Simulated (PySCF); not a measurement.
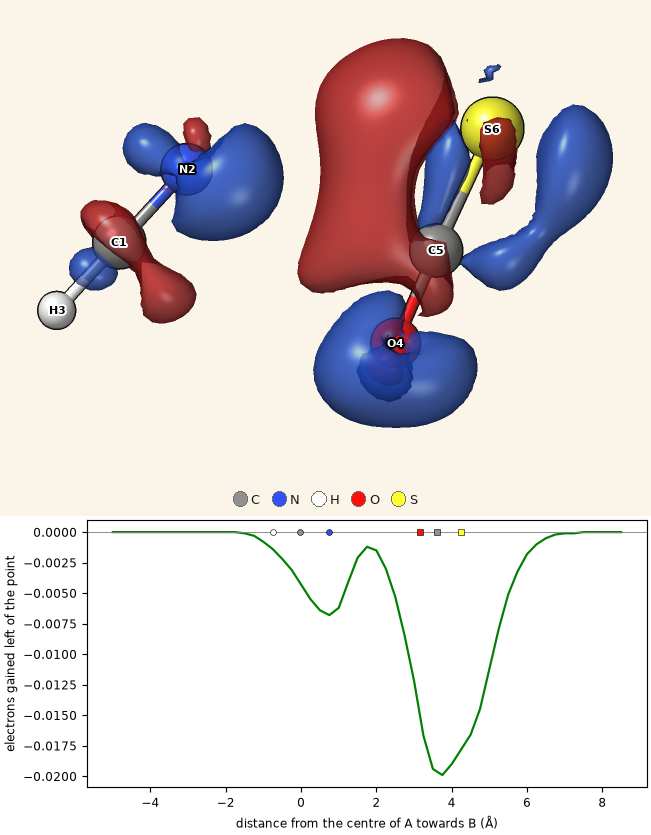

*C2HNOS, SMILES `C#N.O=C=S`. Density of the complex less the densities of the two fragments at the same geometry, ±0.002 e/Å³ (blue: gain, red: loss). Fragment A: HCN (atoms 1–3); fragment B: CSO. Below: the charge-displacement curve along the line of centres (A on the left).*

Level of theory: B3LYP/def2-SVPD (PySCF), at a geometry from GFN2-xTB. GFN2-xTB bond lengths at metals and heavier atoms can be off by up to 0.1 Å and shapes distorted, which carries into these values.

Which way does charge flow?

Hirshfeld charges show almost no net transfer (under 0.005 e). By Hirshfeld charges, electrons gather most on O4 (−0.011 e) and leave C1 most (+0.007 e); 0.05 e is displaced in all, which induces a dipole of 0.31 D.

What is the interaction energy, and which contacts carry it?

The counterpoise-corrected interaction energy of the frozen fragments is +0.6 kcal/mol without dispersion correction and −1.1 kcal/mol with D3(BJ). The pair geometry is semi-empirical, not a minimum at this level. Contacts: N2···C5, 3.00 Å, ρ = 0.008 a.u., a bond path close to vanishing (ellipticity 3.6). The pose is a local one from a semi-empirical search, not shown to be the most stable.
